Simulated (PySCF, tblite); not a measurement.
**FH7OPSi3 radical, a small gas-phase stand-in for a defect centre (Si site with back bonds O[SiH3], F, [PH][SiH3]): EPR parameters**

Wanted: the EPR parameters for `F[Si](O[SiH3])P[SiH3]`. It is drawn as: dangling bond.

Computed with tblite 0.8.0 and PySCF 2.14.0; each step states its level. No surroundings beyond the atoms listed, unless a continuum is named. Atoms count from 0, parts from 1.

## 1. Starting point

13 atoms, charge 0, multiplicity 2; geometry: distance geometry start.

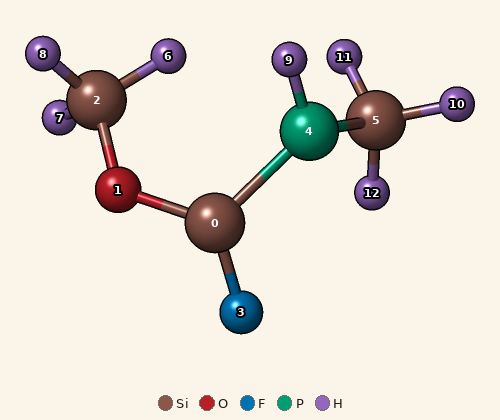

The starting geometry (silicon brown, oxygen red, fluorine blue, phosphorus teal, hydrogen purple), atoms numbered.

## 2. Relaxing the cluster with GFN2-xTB

What the job is given:

```
{"job": {"kind": "relax", "xc": "GFN2-xTB", "basis": "xTB"}, "charge": 0, "multiplicity": 2}
Si     0.303752     0.470821    -2.304460
O      1.938461     0.665955    -1.647032
Si     2.323580     1.085417     0.025222
F     -0.030590    -0.981921    -3.023155
P     -1.327180     1.356266    -1.112330
Si    -2.270270     0.012804     0.317258
H      1.116485     1.315024     0.754293
H      3.065666     0.023814     0.635571
H      3.116249     2.264644     0.041426
H     -1.095687     2.658193    -0.662110
H     -3.663147     0.303866     0.349316
H     -1.712574     0.216148     1.606913
H     -2.092786    -1.337828    -0.080047
```

Method: GFN2-xTB geometry optimisation, gas phase.

Launch:

```sh
$ OMP_NUM_THREADS=1 python cluster_run.py task.json out
```

The driver reads the jobs from task.json and runs them one after another.

Standard output:

```text
step      E/eV     max force
  0    -548.04531    2.679
  1    -548.39515    2.019
  2    -548.77995    2.305
  3    -548.91187    1.493
  4    -549.29104    0.960
  5    -549.34881    0.766
  6    -549.42874    0.533
  7    -549.46802    0.584
  8    -549.49661    0.464
  9    -549.51391    0.310
 10    -549.52585    0.317
 11    -549.53899    0.336
 12    -549.55048    0.362
 13    -549.56203    0.362
 14    -549.57378    0.393
 15    -549.58499    0.339
 16    -549.59713    0.328
 17    -549.60914    0.329
 18    -549.61852    0.308
 19    -549.62660    0.302
 20    -549.63536    0.293
 21    -549.64243    0.265
 22    -549.64724    0.222
 23    -549.65081    0.195
 24    -549.65341    0.188
 25    -549.65628    0.183
 26    -549.65974    0.188
 27    -549.66331    0.162
 28    -549.66658    0.133
 29    -549.66928    0.143
 30    -549.67175    0.160
 31    -549.67436    0.143
 32    -549.67715    0.146
 33    -549.68031    0.163
 34    -549.68425    0.191
 35    -549.68871    0.187
 36    -549.69213    0.153
 37    -549.69428    0.129
 38    -549.69607    0.136
 39    -549.69814    0.156
 40    -549.70089    0.163
 41    -549.70383    0.135
 42    -549.70613    0.102
 43    -549.70726    0.073
 44    -549.70764    0.053
 45    -549.70791    0.056
 46    -549.70831    0.075
 47    -549.70892    0.080
 48    -549.70956    0.074
 49    -549.71006    0.051
 50    -549.71031    0.041
 51    -549.71050    0.043
 52    -549.71090    0.065
 53    -549.71185    0.121
 54    -549.71401    0.198
 55    -549.71783    0.258
 56    -549.72171    0.214
 57    -549.72442    0.084
 58    -549.72530    0.089
 59    -549.72592    0.076
 60    -549.72680    0.077
 61    -549.73151    0.138
 62    -549.73415    0.116
 63    -549.73606    0.101
 64    -549.73720    0.102
 65    -549.73874    0.121
 66    -549.74119    0.183
 67    -549.74590    0.272
 68    -549.75138    0.210
 69    -549.75510    0.152
 70    -549.75669    0.092
 71    -549.75808    0.117
 72    -549.75941    0.095
 73    -549.76268    0.115
 74    -549.76505    0.173
 75    -549.76743    0.138
 76    -549.76788    0.163
 77    -549.76871    0.111
 78    -549.76924    0.096
 79    -549.77001    0.087
 80    -549.77052    0.055
 81    -549.77086    0.050
 82    -549.77104    0.057
 83    -549.77124    0.048
 84    -549.77143    0.035
 85    -549.77169    0.032
 86    -549.77196    0.037
 87    -549.77221    0.038
 88    -549.77240    0.032
 89    -549.77254    0.024
 90    -549.77264    0.026
 91    -549.77274    0.026
 92    -549.77291    0.036
 93    -549.77309    0.040
 94    -549.77335    0.038
 95    -549.77364    0.035
 96    -549.77391    0.043
 97    -549.77409    0.034
 98    -549.77420    0.028
 99    -549.77430    0.026
100    -549.77440    0.047
101    -549.77456    0.045
102    -549.77489    0.034
103    -549.77504    0.031
104    -549.77529    0.035
105    -549.77560    0.038
106    -549.77617    0.064
107    -549.77695    0.093
108    -549.77755    0.091
109    -549.77744    0.145
110    -549.77890    0.081
111    -549.77964    0.070
112    -549.78088    0.072
113    -549.78275    0.156
114    -549.78355    0.151
115    -549.78545    0.123
116    -549.78671    0.086
117    -549.78844    0.092
118    -549.79039    0.146
119    -549.78908    0.361
120    -549.79361    0.144
121    -549.79513    0.114
122    -549.79718    0.231
123    -549.79880    0.111
124    -549.79966    0.093
125    -549.80127    0.107
126    -549.80235    0.079
127    -549.80349    0.079
128    -549.80421    0.093
129    -549.80567    0.108
130    -549.80729    0.132
131    -549.80926    0.107
132    -549.81144    0.113
133    -549.81350    0.105
134    -549.81322    0.242
135    -549.81189    0.307
136    -549.81656    0.107
137    -549.81755    0.065
138    -549.81939    0.151
139    -549.82077    0.147
140    -549.82343    0.120
141    -549.82392    0.204
142    -549.82542    0.123
143    -549.82675    0.078
144    -549.82767    0.081
145    -549.82848    0.065
146    -549.82897    0.049
147    -549.82943    0.068
148    -549.82976    0.054
149    -549.83012    0.058
150    -549.83034    0.057
151    -549.83075    0.054
152    -549.83135    0.050
153    -549.83211    0.051
154    -549.83299    0.063
155    -549.83383    0.060
156    -549.83461    0.059
157    -549.83528    0.064
158    -549.83598    0.063
159    -549.83670    0.076
160    -549.83728    0.078
161    -549.83775    0.058
162    -549.83811    0.037
163    -549.83843    0.030
164    -549.83856    0.048
165    -549.83871    0.025
166    -549.83892    0.031
167    -549.83917    0.042
168    -549.83944    0.050
169    -549.83966    0.040
170    -549.83981    0.026
171    -549.83992    0.020
172    -549.84001    0.024
173    -549.84007    0.020
174    -549.84013    0.017
175    -549.84020    0.016
176    -549.84027    0.020
177    -549.84034    0.019
178    -549.84040    0.017
179    -549.84047    0.024
180    -549.84056    0.028
181    -549.84068    0.029
182    -549.84080    0.024
183    -549.84091    0.027
184    -549.84101    0.031
185    -549.84112    0.035
186    -549.84125    0.036
187    -549.84145    0.034
188    -549.84173    0.036
189    -549.84206    0.065
190    -549.84243    0.083
191    -549.84272    0.084
192    -549.84309    0.054
193    -549.84338    0.035
194    -549.84372    0.036
195    -549.84381    0.035
196    -549.84406    0.039
197    -549.84427    0.051
198    -549.84454    0.048
199    -549.84467    0.047
200    -549.84484    0.028
201    -549.84484    0.028
202    -549.84667    0.054
203    -549.84723    0.053
204    -549.84795    0.062
205    -549.84809    0.108
206    -549.84830    0.129
207    -549.84913    0.078
208    -549.84952    0.059
209    -549.84978    0.034
210    -549.85001    0.043
211    -549.85021    0.035
212    -549.84999    0.103
213    -549.85054    0.027
214    -549.85051    0.035
215    -549.85065    0.011
216    -549.85065    0.033
217    -549.85073    0.013
218    -549.85077    0.014
219    -549.85084    0.011
220    -549.85089    0.021
221    -549.85092    0.027
222    -549.85099    0.018
223    -549.85103    0.023
224    -549.85108    0.013
225    -549.85105    0.032
226    -549.85112    0.017
227    -549.85107    0.030
228    -549.85116    0.004
```

Run time: 7.1 s. Hardware: 1 thread of Intel Xeon 6975P-C, shared host.

Step by step:

```csv
step,energy from step 0 (eV),largest force (eV/Å)
0,0.0000,2.6785
9,-1.4686,0.3094
18,-1.5732,0.3075
27,-1.6180,0.1619
36,-1.6468,0.1529
45,-1.6626,0.0555
54,-1.6687,0.1980
63,-1.6907,0.1012
72,-1.7141,0.0943
81,-1.7255,0.0500
90,-1.7273,0.0264
99,-1.7290,0.0263
108,-1.7322,0.0911
117,-1.7431,0.0914
126,-1.7570,0.0790
135,-1.7666,0.3070
144,-1.7824,0.0809
153,-1.7868,0.0506
162,-1.7928,0.0363
171,-1.7946,0.0203
180,-1.7953,0.0282
189,-1.7967,0.0642
198,-1.7992,0.0480
207,-1.8038,0.0778
216,-1.8053,0.0323
225,-1.8057,0.0318
228,-1.8059,0.0042
```

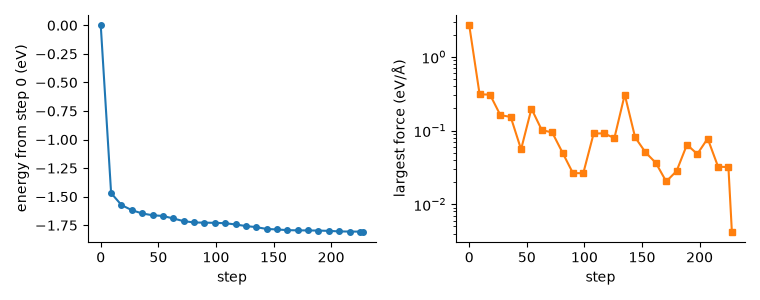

Energy and largest force along the relaxation.

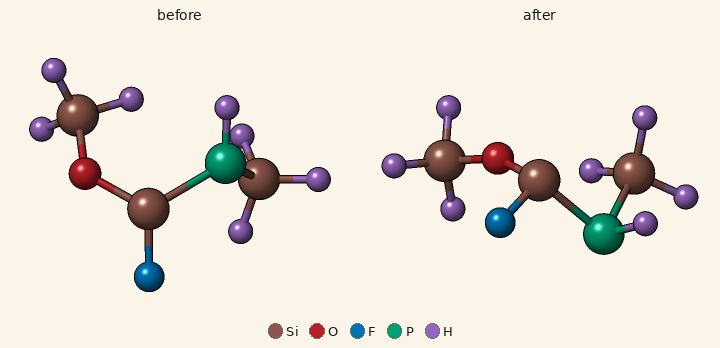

Before and after, at one scale.

Distances of close pairs at the start and the end, largest changes first:

```csv
bond,before (Å),after (Å),change (Å)
Si0–O1,1.773,1.614,-0.159
O1–Si2,1.767,1.628,-0.139
P4–Si5,2.177,2.235,+0.058
Si5–H11,1.420,1.464,+0.045
Si0–P4,2.206,2.250,+0.044
Si5–H12,1.419,1.461,+0.042
Si5–H10,1.423,1.464,+0.041
Si2–H8,1.421,1.459,+0.038
```

## 3. Geometry optimisation at PBE0-D3(BJ)/def2-SVP

What the job is given:

```
{"job": {"xc": "PBE0", "basis": "def2-SVP", "d3": "d3bj", "grid": 2, "kind": "geom", "shake": 0.01}, "charge": 0, "multiplicity": 2}
Si     0.217349     0.930937    -1.387009
O      1.213699     0.498234    -0.229825
Si     2.396573    -0.372284     0.438054
F      0.994150     0.514856    -2.760435
P     -1.609573    -0.385734    -1.244468
Si    -2.115322    -0.032230     0.913994
H      2.537999     0.214633     1.779705
H      1.986085    -1.757152     0.473943
H      3.613906    -0.188986    -0.346341
H     -2.501827     0.539834    -1.743624
H     -3.466681    -0.582249     1.117177
H     -2.085930     1.380201     1.294800
H     -1.170220    -0.777433     1.701434
```

Standard output:

```text
step   0  E = -1388.01494674  max force = 0.030374
step   1  E = -1388.02475980  max force = 0.003510
step   2  E = -1388.02504029  max force = 0.001323
step   3  E = -1388.02515737  max force = 0.000936
step   4  E = -1388.02530327  max force = 0.001710
step   5  E = -1388.02536174  max force = 0.001280
step   6  E = -1388.02541280  max force = 0.000606
step   7  E = -1388.02542626  max force = 0.000654
step   8  E = -1388.02545138  max force = 0.000508
step   9  E = -1388.02546563  max force = 0.000337
optimisation converged
```

It took 1.8 min on 1 thread of Intel Xeon 6975P-C, shared host; peak memory 0.69 GiB.

Step by step:

```csv
step,energy from step 0 (eV),largest force component (eV/Å)
0,0.0000,1.5619
1,-0.2670,0.1805
2,-0.2747,0.0680
3,-0.2778,0.0481
4,-0.2818,0.0879
5,-0.2834,0.0658
6,-0.2848,0.0312
7,-0.2852,0.0336
8,-0.2858,0.0261
9,-0.2862,0.0173
```

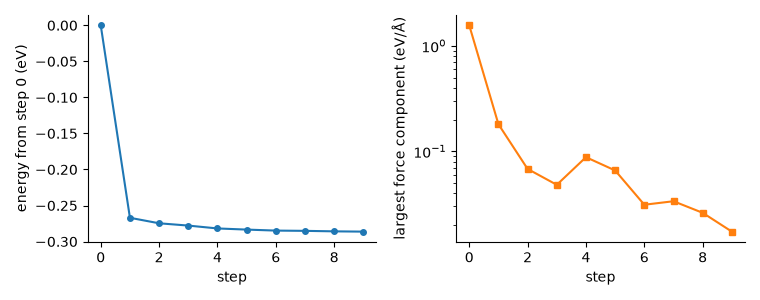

Energy and force, step by step.

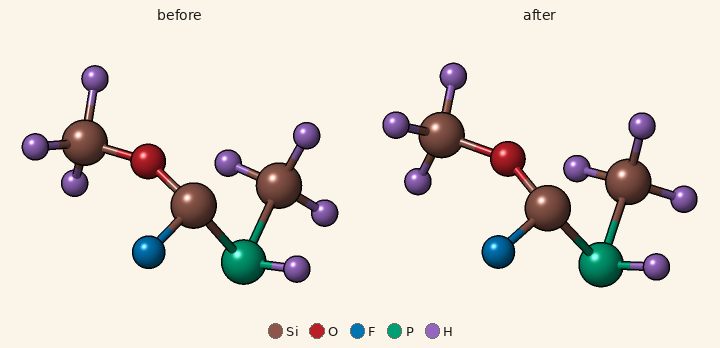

Before and after, at one scale.

Distances of close pairs at the start and the end, largest changes first:

```csv
bond,before (Å),after (Å),change (Å)
Si0–O1,1.587,1.649,+0.062
O1–Si2,1.613,1.668,+0.055
Si5–H12,1.438,1.491,+0.053
P4–H9,1.379,1.428,+0.049
Si2–H7,1.445,1.492,+0.047
Si2–H8,1.460,1.491,+0.031
Si5–H11,1.463,1.494,+0.031
P4–Si5,2.245,2.269,+0.024
```

The next job starts from the end point, and lists it.

```csv
at the end point,value
point group (found at 0.08 Å tolerance),C1
"rotational constants (GHz, main isotopes)","1.740, 1.057, 0.719"
dipole moment (D),1.48
⟨S²⟩,0.755
```

## 4. EPR parameters: B3LYP/IGLO-III+pcH-1

What the job is given:

```
{"job": {"kind": "epr"}, "charge": 0, "multiplicity": 2}
Si     0.184721     0.826966    -1.483761
O      1.075418     0.425970    -0.155257
Si     2.372003    -0.354711     0.545999
F      1.055789     0.368350    -2.784831
P     -1.699246    -0.442280    -1.349863
Si    -1.985129    -0.050047     0.866256
H      2.361973    -0.030351     1.999104
H      2.231437    -1.827910     0.355649
H      3.646365     0.113296    -0.070113
H     -2.591025     0.583372    -1.787441
H     -3.425674    -0.295081     1.173509
H     -1.625168     1.336281     1.290538
H     -1.142027    -1.031041     1.608133
```

With the program's defaults for keys left out, this is: UKS B3LYP, IGLO-III on F O P Si, pcH-1 on H, non-relativistic, mean-field spin-orbit, GIAO.

Standard output:

```text
UKS, coarse grid
  cycle   1  E = -1389.25303733  |g| = 7.35e-01
  cycle   2  E = -1388.72864546  |g| = 1.40e+00
  cycle   3  E = -1389.41847293  |g| = 1.28e-01
  cycle   4  E = -1389.42269696  |g| = 9.39e-02
  cycle   5  E = -1389.42567517  |g| = 1.83e-02
  cycle   6  E = -1389.42578036  |g| = 5.22e-03
  cycle   7  E = -1389.42579347  |g| = 1.93e-03
  cycle   8  E = -1389.42579583  |g| = 5.93e-04
UKS, final grid
  cycle   1  E = -1389.42584841  |g| = 8.25e-04
  cycle   2  E = -1389.42584798  |g| = 1.25e-03
  cycle   3  E = -1389.42584879  |g| = 1.54e-04
  cycle   4  E = -1389.42584880  |g| = 4.53e-05
  cycle   5  E = -1389.42584880  |g| = 1.99e-05
E = -1389.42584880 Eh   <S^2> = 0.7542 (exact 0.7500)
g shifts (ppm)      1          2          3
  rmc          -193       -193       -193
  gc             80         85         14
  oz_so       -2016       -544        889
  total       -2130       -652        710
hyperfine (MHz)  atom isotope    a_iso     a_fc   dipolar eigenvalues
    0  29Si    -843.80    -844.80   -114.42     53.95     60.48
    1   17O     -46.67     -46.65    -18.60      8.84      9.76
    2  29Si      -5.79      -5.82     -3.07      1.36      1.70
    3   19F     213.68     212.57   -109.38   -102.36    211.74
    4   31P      -5.87      -4.47    -98.93    -91.39    190.31
    5  29Si       0.64       0.62     -0.77     -0.03      0.80
    6    1H      -0.34      -0.34     -0.98     -0.81      1.79
    7    1H       7.41       7.41     -1.07     -0.63      1.70
    8    1H      -0.74      -0.74     -1.11     -0.89      2.00
    9    1H       5.91       5.89     -5.85     -0.10      5.96
   10    1H       3.47       3.48     -1.26     -0.52      1.78
   11    1H       2.65       2.64     -1.94     -1.19      3.13
   12    1H      -1.39      -1.39     -1.36     -0.54      1.90
```

Wall time 62 s (1 thread of Intel Xeon 6975P-C, shared host); peak memory 1.2 GiB.

Principal g values 2.00019, 2.00167, 2.00303; g(iso) = 2.00163, against 2.00232 for a free electron.

Hyperfine couplings, nucleus by nucleus at this fixed geometry (no averaging over rotations):

```csv
nuclei,isotope,a(iso) (MHz),"a(iso) (G, at g = 2.0023)",largest dipolar term (MHz)
Si0,29Si,-843.8,-301.1,-114.4
F3,19F,213.7,76.2,211.7
O1,17O,-46.7,-16.7,-18.6
H7,1H,7.4,2.6,1.7
H9,1H,5.9,2.1,6.0
P4,31P,-5.9,-2.1,190.3
Si2,29Si,-5.8,-2.1,-3.1
H10,1H,3.5,1.2,1.8
H11,1H,2.6,0.9,3.1
H12,1H,-1.4,-0.5,1.9
H8,1H,-0.7,-0.3,2.0
Si5,29Si,0.6,0.2,0.8
H6,1H,-0.3,-0.1,1.8
```

Mulliken spin populations:

Si0 0.70; O1 0.03; Si2 0.01; F3 0.02; P4 0.24; Si5 0.00; H6 0.00; H7 0.00; H8 0.00; H9 0.00; H10 0.00; H11 0.00; H12 0.00

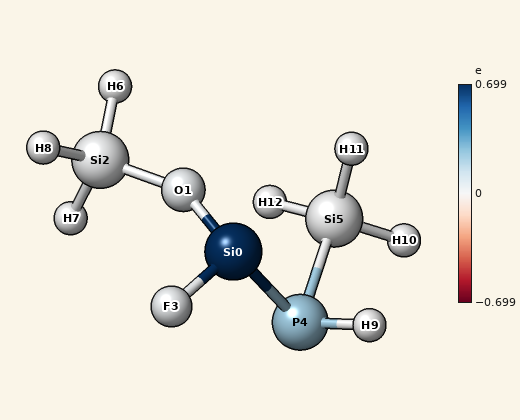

Mulliken spin populations, as colours on the atoms.

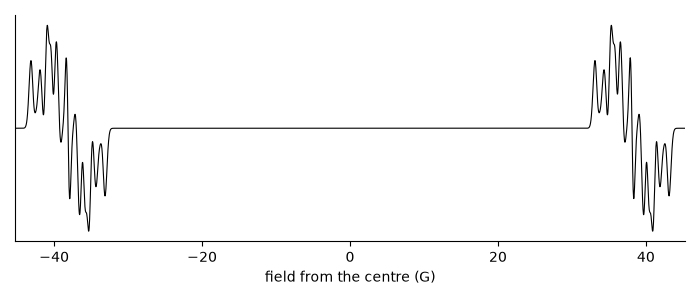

First-order isotropic spectrum (first derivative, main isotopes with spin only, couplings over 0.8 MHz, Gaussian width 0.3 G; couplings of the frozen geometry, rotation of groups not averaged beyond the rows shown).

## 5. EPR parameters: BHandHLYP/IGLO-III+pcH-1

Same as in step 4 but for these lines:

```diff
@@ -1,2 +1,2 @@
-{"job": {"kind": "epr"}, "charge": 0, "multiplicity": 2}
+{"job": {"kind": "epr", "xc": "BHandHLYP"}, "charge": 0, "multiplicity": 2}
 Si     0.184721     0.826966    -1.483761
```

With the program's defaults for keys left out, this is: UKS BHandHLYP, IGLO-III on F O P Si, pcH-1 on H, non-relativistic, mean-field spin-orbit, GIAO.

Standard output:

```text
UKS, coarse grid
  cycle   1  E = -1389.11500057  |g| = 6.32e-01
  cycle   2  E = -1389.04299313  |g| = 8.10e-01
  cycle   3  E = -1389.25705782  |g| = 5.40e-02
  cycle   4  E = -1389.25841923  |g| = 3.47e-02
  cycle   5  E = -1389.25892089  |g| = 1.01e-02
  cycle   6  E = -1389.25899230  |g| = 2.99e-03
  cycle   7  E = -1389.25900874  |g| = 1.40e-03
  cycle   8  E = -1389.25901162  |g| = 4.86e-04
UKS, final grid
  cycle   1  E = -1389.25904873  |g| = 3.71e-04
  cycle   2  E = -1389.25904894  |g| = 2.86e-04
  cycle   3  E = -1389.25904902  |g| = 1.38e-04
  cycle   4  E = -1389.25904907  |g| = 8.92e-05
  cycle   5  E = -1389.25904908  |g| = 1.10e-05
E = -1389.25904908 Eh   <S^2> = 0.7580 (exact 0.7500)
g shifts (ppm)      1          2          3
  rmc          -195       -195       -195
  gc             80         88         13
  oz_so       -2173       -638        816
  total       -2287       -745        634
hyperfine (MHz)  atom isotope    a_iso     a_fc   dipolar eigenvalues
    0  29Si    -874.69    -875.69   -123.91     56.47     67.45
    1   17O     -48.26     -48.23    -18.19      8.69      9.50
    2  29Si      -4.47      -4.49     -2.75      1.18      1.58
    3   19F     237.50     236.46   -108.52   -100.03    208.55
    4   31P      -1.83      -0.45   -100.69    -89.74    190.43
    5  29Si       1.18       1.16     -0.69     -0.04      0.73
    6    1H      -0.31      -0.31     -0.96     -0.81      1.77
    7    1H       6.04       6.04     -1.02     -0.66      1.68
    8    1H      -1.04      -1.04     -1.09     -0.91      2.01
    9    1H       6.51       6.49     -5.75     -0.20      5.95
   10    1H       3.25       3.25     -1.23     -0.51      1.74
   11    1H       1.84       1.83     -1.94     -1.24      3.18
   12    1H      -1.68      -1.68     -1.35     -0.54      1.89
```

Wall time 67 s (1 thread of Intel Xeon 6975P-C, shared host); peak memory 1.2 GiB.

In short: g(iso) 2.00152.

## 6. Side by side: EPR parameters

g, ⟨S²⟩ and isotropic hyperfine couplings (MHz), with basis size and wall time:

```csv
run,g(iso),⟨S²⟩,29Si Si0,19F F3,17O O1,1H H7,1H H9,functions,time
B3LYP/IGLO-III+pcH-1,2.00163,0.754,-843.8,213.7,-46.7,7.4,5.9,316,62 s
BHandHLYP/IGLO-III+pcH-1,2.00152,0.758,-874.7,237.5,-48.3,6.0,6.5,316,67 s
```

## 7. Outcome

| quantity | value |
| --- | --- |
| point group | C1 |
| rotational constants (main isotopes) | 1.74, 1.06, 0.72 GHz |
| g(iso) (B3LYP) | 2.00163 |
| ⟨S²⟩ | 0.754 (exact 0.75) |
| largest a(iso) | 29Si on Si0, -843.8 MHz |

What this shows: The start of the PBE0/def2-SVP relaxation was shaken at random by about 0.01 Å, so part of the energy gained, and of the first lengths quoted, undoes that. The optimisation took 9 steps and gained 0.286 eV; among the close pairs (by a distance rule), Si0–O1 changed most, from 1.587 to 1.649 Å (PBE0/def2-SVP). No frequency check was run at this level, so the end point may be a saddle. Si0 carries the largest spin population, 0.70 e. The isotropic g lies 0.7 ppt below the free-electron value. The coupling of 29Si on Si0 runs from -874.7 (BHandHLYP/IGLO-III+pcH-1) to -843.8 MHz (B3LYP/IGLO-III+pcH-1). A capped cluster stands for the solid here, so long-range fields and strain are missing, and bands or shifts of the capping hydrogens have no counterpart in it.
